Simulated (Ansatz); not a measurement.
**AlF2 (SMILES [F][Al][F]) at UB2PLYP/STO-3G**

Aim: the vertical doublet–quartet gap of AlF2 at UB2PLYP/STO-3G, from 2 runs. 

The results are computed with Ansatz 0.2.0.

**1. Starting point**

The species is AlF2 (3 atoms), meant as a doublet with charge 0. SMILES: `[F][Al][F]`. Geometry: relaxed at PBE0-D4/def2-TZVP.

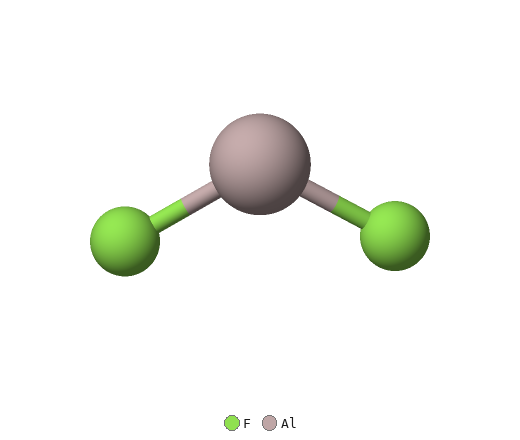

The structure, seen from a chosen angle (fluorine green, aluminium light grey).

**2. The energy at UB2PLYP/STO-3G**

Contents of molecule.yaml:

```yaml
crystal:
  periodic: [false, false, false]
  atoms:
    - {symbol: F, position_ang: [0.533000, -1.361200, 0.136400]}
    - {symbol: Al, position_ang: [0.388700, 0.275400, 0.245200]}
    - {symbol: F, position_ang: [-0.932500, 1.021000, -0.394800]}
basis:
  gaussian: {orbitals: STO-3G}
magnetization: {spin_polarized: true, initial_magnetization: 1}
hamiltonian: {xc: {name: B2PLYP}}
correlation: {frozen_orbitals: {Al: 5, F: 1}}
accuracy: high
```

On the command line:

```sh
ansatz run molecule.yaml --threads 1 --pin off --max-ram 2610MiB --events-out events.jsonl --progress --plain --runs-dir runs
```

What it wrote:

```text
Warning: RAYON_NUM_THREADS=1 ignored (pool sized by the plan → 1); use --threads N
Functional definition: B2PLYP
  name "B2PLYP"
  parameter a = 0.53
  parameter c = 0.27
  exchange = (1 - a)*b88_x + a*exact_x
  correlation = (1 - c)*lyp_c + c*(mp2_os + mp2_ss)
332 factors; integrals over basis functions are off by at most 2.8e-8 eV
mean field evaluation 1: about -11859.0605 eV, gradient 1.7e1 eV
mean field evaluation 2: about -11859.0825 eV, gradient 1.7e1 eV
mean field evaluation 4: about -11862.0694 eV, gradient 8.0e-1 eV
mean field evaluation 8: about -11862.0823 eV, gradient 1.4e-2 eV
mean field evaluation 16: about -11862.0823 eV, gradient 1.0e-6 eV
mean field -11862.08229081 eV, -435.9234837793 hartree, gradient 4.0e-8 eV, S^2 0.755414; 0 other end points of the search recorded, 0 dependent functions left out
7 core orbitals not correlated: weight in the atoms' cores, before any rotation towards them, 1.000 or more for the frozen orbitals, at most 0.000 for the correlated occupied ones
reference -11862.08230407 eV, -435.9234842663 hartree; 9, 8 occupied and 3, 4 virtual orbitals, 332 factors
second order -2.36001325 eV of doubles, -0.00000000 eV of singles
Total energy: -11862.71950764 eV, -435.9469010658 hartree
```

Wall time 1.7 s (1 thread of Arm Neoverse V1, shared host); peak memory 0.12 GiB.

**3. The quartet, same level**

Contents of input.yaml:

```yaml
basis:
  gaussian: {orbitals: STO-3G}
crystal:
  periodic: [false, false, false]
  atoms:
    - {symbol: F, position_ang: [0.533000, -1.361200, 0.136400]}
    - {symbol: Al, position_ang: [0.388700, 0.275400, 0.245200]}
    - {symbol: F, position_ang: [-0.932500, 1.021000, -0.394800]}
accuracy: high
magnetization: {spin_polarized: true, initial_magnetization: 3}
correlation: {frozen_orbitals: {Al: 5, F: 1}}
hamiltonian: {xc: {name: B2PLYP}}
```

On the command line:

```sh
ansatz run input.yaml --threads 1 --pin off --max-ram 2610MiB --events-out events.jsonl --progress --plain --runs-dir runs
```

What it wrote, shortened:

```text
Warning: RAYON_NUM_THREADS=1 ignored (pool sized by the plan → 1); use --threads N
[... 2 set-up lines as earlier in the session ...]
[...]
332 factors; integrals over basis functions are off by at most 2.8e-8 eV
[...]
mean field -11853.90362625 eV, -435.6229234001 hartree, gradient 8.1e-9 eV, S^2 3.750821; 6 other end points of the search recorded, 0 dependent functions left out
7 core orbitals not correlated: weight in the atoms' cores, before any rotation towards them, 1.000 or more for the frozen orbitals, at most 0.000 for the correlated occupied ones
reference -11853.90363988 eV, -435.6229239010 hartree; 10, 7 occupied and 2, 5 virtual orbitals, 332 factors
second order -2.28338551 eV of doubles, -0.00000000 eV of singles
Total energy: -11854.52015397 eV, -435.6455803759 hartree
```

It took 3.6 s on 1 thread of Arm Neoverse V1, shared host; peak memory 0.12 GiB.

**4. What came out**

At UB2PLYP/STO-3G, 7 core orbitals frozen:

| quantity | value |
| --- | --- |
| doublet: total energy | -435.94690 Eh |
| doublet: ⟨S²⟩ | 0.755 |
| quartet: total energy | -435.64558 Eh |
| quartet: ⟨S²⟩ | 3.751 |
| vertical energy of the quartet above the doublet | 8.199 eV |

In words: At this shape the quartet lies 8.20 eV (189 kcal/mol) above the doublet. In a minimal basis such a difference can be off by several eV, whatever the method.
